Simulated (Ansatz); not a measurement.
**UB3LYP/def2-SVP run of SiNH3ClO (SMILES [NH][SiH](O)Cl)**

Aim: the energy change on altering one bond length of SiNH3ClO at UB3LYP/def2-SVP, from 2 runs. 

The calculation is run with Ansatz 0.2.0.

127 further runs of the same task are left out: 1 that didn't finish, 126 set aside as unsound or not needed. Runs told in other sessions of the task aren't counted.

**1. The molecule**

SiNH3ClO has 7 atoms, charge 0, and is taken as a doublet. SMILES: `[NH][SiH](O)Cl`. Geometry: relaxed at PBE0-D4/def2-TZVP. This is one conformer, not always the lowest.

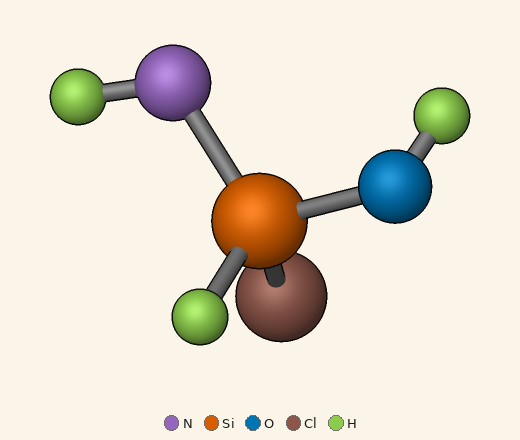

Viewed from a chosen angle; nitrogen purple, silicon orange, oxygen blue, chlorine brown, hydrogen green.

**2. The energy at UB3LYP/def2-SVP**

run.yaml

```yaml
crystal:
  periodic: [false, false, false]
  atoms:
    - {symbol: "N", position_ang: [-0.309900, 1.111500, -0.879100]}
    - {symbol: Si, position_ang: [-0.073900, -0.114300, 0.330400]}
    - {symbol: O, position_ang: [1.465600, -0.630300, 0.304800]}
    - {symbol: Cl, position_ang: [-1.390000, -1.593900, -0.221000]}
    - {symbol: H, position_ang: [-1.151500, 1.677300, -0.756300]}
    - {symbol: H, position_ang: [-0.348600, 0.280200, 1.724700]}
    - {symbol: H, position_ang: [1.869600, -0.798400, -0.549200]}
basis:
  gaussian: {orbitals: def2-SVP}
magnetization: {spin_polarized: true, initial_magnetization: 1}
hamiltonian: {xc: {name: B3LYP}}
accuracy: high
output: {orbitals: {seedname: orbitals}}
```

Run with:

```sh
$ ansatz run run.yaml --threads 1 --pin off --max-ram 3480MiB --events-out events.jsonl --progress --plain --runs-dir runs
```

Output:

```text
Warning: RAYON_NUM_THREADS=1 ignored (pool sized by the plan → 1); use --threads N
Functional definition: B3LYP
  name "B3LYP"
  parameter a0 = 0.2
  parameter ax = 0.72
  parameter ac = 0.81
  exchange = (1 - a0 - ax)*slater_x + ax*b88_x + a0*exact_x
  correlation = (1 - ac)*vwn_rpa_c + ac*lyp_c
1659 factors; integrals over basis functions are off by at most 4.1e-9 eV
mean field evaluation 1: about -23963.1700 eV, gradient 5.6e1 eV
mean field evaluation 2: about -23893.0293 eV, gradient 1.1e2 eV
mean field evaluation 4: about -23977.3623 eV, gradient 1.8e1 eV
mean field evaluation 8: about -23978.7615 eV, gradient 4.2e-1 eV
mean field evaluation 16: about -23978.9025 eV, gradient 1.0e-2 eV
mean field evaluation 32: about -23978.9025 eV, gradient 1.0e-7 eV
mean field -23978.90245799 eV, -881.2084118472 hartree, gradient 5.0e-8 eV, S^2 0.752937; 2 other end points of the search recorded, 0 dependent functions left out
reference -23978.90249291 eV, -881.2084131304 hartree; 25, 24 occupied and 54, 55 virtual orbitals, 1659 factors
Total energy: -23978.90249291 eV, -881.2084131304 hartree
```

Wall time 15 s (1 thread of Arm Neoverse V1, shared host); peak memory 0.36 GiB.

**3. The distorted shape at the same level**

run.yaml

```yaml
crystal:
  periodic: [false, false, false]
  atoms:
    - {symbol: "N", position_ang: [0.110918, 0.828588, -0.940503]}
    - {symbol: Si, position_ang: [0.346918, -0.397212, 0.268997]}
    - {symbol: O, position_ang: [1.886418, -0.913212, 0.243397]}
    - {symbol: Cl, position_ang: [-0.969182, -1.876812, -0.282403]}
    - {symbol: H, position_ang: [-1.151500, 1.677300, -0.756300]}
    - {symbol: H, position_ang: [0.072218, -0.002712, 1.663297]}
    - {symbol: H, position_ang: [2.290418, -1.081312, -0.610603]}
basis:
  gaussian: {orbitals: def2-SVP}
total_charge: 0
output: {orbitals: {seedname: orbitals}}
accuracy: high
hamiltonian: {xc: {name: B3LYP}}
magnetization: {spin_polarized: true, initial_magnetization: 1}
```

Run with:

```sh
$ ansatz run run.yaml --threads 1 --pin off --max-ram 3480MiB --events-out events.jsonl --progress --plain --runs-dir runs
```

Output (excerpt; [...] marks lines left out):

```text
Warning: RAYON_NUM_THREADS=1 ignored (pool sized by the plan → 1); use --threads N
[... 7 set-up lines as earlier in the session ...]
1660 factors; integrals over basis functions are off by at most 6.3e-9 eV
mean field evaluation 1: about -23966.8670 eV, gradient 4.7e1 eV
mean field evaluation 2: about -23940.3426 eV, gradient 8.6e1 eV
mean field evaluation 4: about -23976.6303 eV, gradient 2.5e0 eV
mean field evaluation 8: about -23976.7966 eV, gradient 2.8e-1 eV
mean field evaluation 16: about -23976.7990 eV, gradient 4.0e-3 eV
mean field evaluation 32: about -23976.7990 eV, gradient 1.5e-6 eV
mean field -23976.79895978 eV, -881.1311097137 hartree, gradient 9.4e-8 eV, S^2 0.762871; 2 other end points of the search recorded, 0 dependent functions left out
reference -23976.79899704 eV, -881.1311110832 hartree; 25, 24 occupied and 54, 55 virtual orbitals, 1660 factors
Total energy: -23976.79899704 eV, -881.1311110832 hartree
```

Run time: 18 s. Hardware: 1 thread of Arm Neoverse V1, shared host; peak memory 0.36 GiB.

**4. Summary of results**

Level: UB3LYP/def2-SVP.

| quantity | value |
| --- | --- |
| first shape: total energy | -881.20841 Eh |
| first shape: HOMO energy (highest over α and β) | -7.75 eV |
| first shape: LUMO energy (lowest over α and β) | -3.90 eV |
| first shape: ⟨S²⟩ | 0.753 |
| distorted shape: total energy | -881.13111 Eh |
| distorted shape: HOMO energy (highest over α and β) | -7.69 eV |
| distorted shape: LUMO energy (lowest over α and β) | -3.77 eV |
| distorted shape: ⟨S²⟩ | 0.763 |
| energy change with the N1–H5 bond stretched from 1.022 to 1.532 Å | 2.103 eV |

What this shows: With the N1–H5 bond stretched from 1.022 to 1.532 Å the energy rises by 2.10 eV (203 kJ/mol). The first shape isn't relaxed at this level, so the change isn't measured from a minimum.
